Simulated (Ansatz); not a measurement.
**GeH8N2Si2 (SMILES [NH2][Ge][N]([SiH3])[SiH3]): density, localisation and related maps**

```xyz
13

Ge   -0.6100    1.8047    0.3564
N    -1.3914    1.7055   -1.2866
N     0.1776    0.0939    0.4125
Si    1.1399   -0.2980    1.8253
Si   -0.0320   -1.1239   -0.8276
H    -1.9281    2.4993   -1.6199
H    -1.3411    0.9757   -1.9917
H     0.6022   -1.4943    2.5465
H     1.1050    0.8802    2.7450
H     2.5628   -0.5899    1.4650
H     0.3790   -0.6113   -2.1737
H    -1.4575   -1.5651   -0.9417
H     0.8141   -2.3115   -0.4948
```

Geometry: PBE0-D4/def2-SVP.

All numbers below come from isolated molecule in a Gaussian basis; Kohn-Sham density functional theory, functional PBE0 (Ansatz).

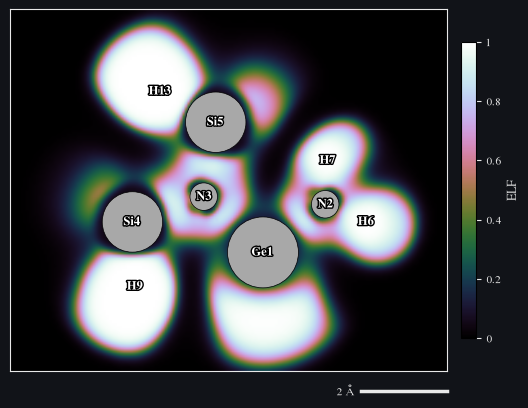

Figure 1. Electron localisation function on the plane of atoms Ge1, N2 and H6. Grey discs cover the atomic cores.

Question: Interpret the plot.

Answer: The section cuts through Ge, N, Si and H sites.
Si–N (1.75 Å): the ELF peaks at about 0.90 between the atoms, as expected for a shared but strongly polarised pair.
Ge–N (1.82 Å): the ELF peaks at about 0.90 in the valence shell of N, 0.6 Å from its nucleus, and is about 0.45 at the midpoint.
N–H (1.01 Å): the ELF climbs to about 1 towards the hydrogen, as it does in any bond to H (a covalent bond by its length).
Ge–N (1.88 Å): the ELF peaks at about 0.85 in the valence shell of N, 0.6 Å from its nucleus, and is about 0.40 at the midpoint.
Si–H (1.50 Å): the ELF climbs to about 1 towards the hydrogen.

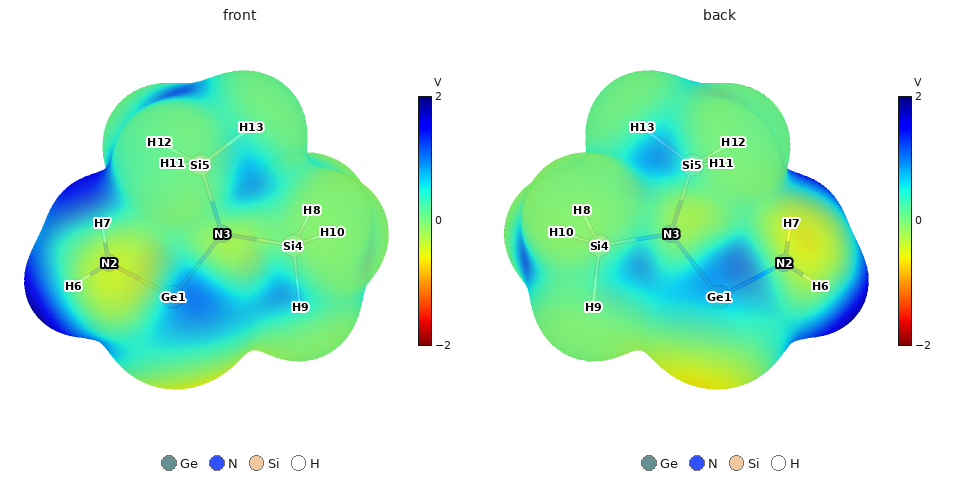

Figure 2. The molecular electrostatic potential painted on the density surface at 0.002 e/bohr³, seen from the front and from behind; the colour scale runs from red (negative) to blue (positive).

Question: Where is the surface potential most negative and most positive?

Answer: The most negative region (about −0.6 V) lies over Ge1 and N2, the most positive (about +1.8 V) over H6.

Question: What dipole moment does the calculation give?

Answer: Its dipole moment is 1.50 D.

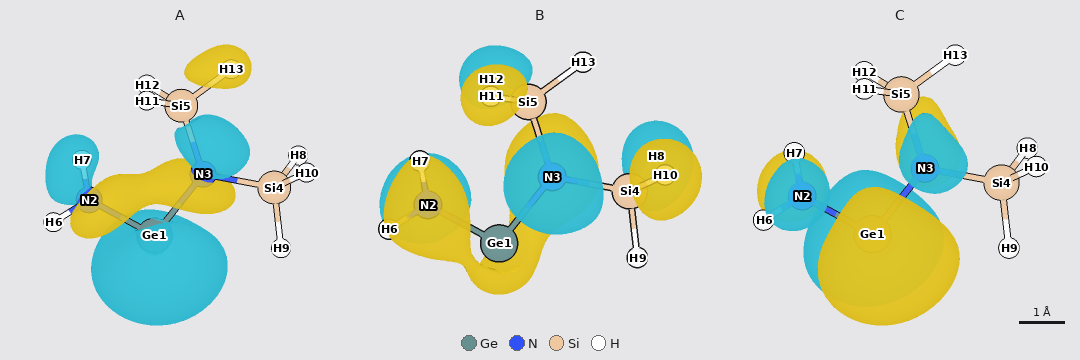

Figure 3. Three frontier orbitals at ±0.08 Å⁻³ᐟ² (yellow and cyan are the two phases), in no order.

Question: Order the three orbitals by energy and name them.

Answer: B is the HOMO−1 (−7.49 eV). It lies mainly on N3 (about 35 %), N2 (about 20 %), Ge1 (about 10 %) and Si4 (about 10 %). A is the HOMO (−7.17 eV). By Hirshfeld shares it lies mainly on Ge1 (about 65 %), N3 (about 15 %) and N2 (about 10 %). C is the LUMO (−1.33 eV). It lies mainly on Ge1 (about 75 %), N2 (about 10 %) and N3 (about 5 %).

Question: What is the HOMO–LUMO gap?

Answer: 5.84 eV between the orbital energies.
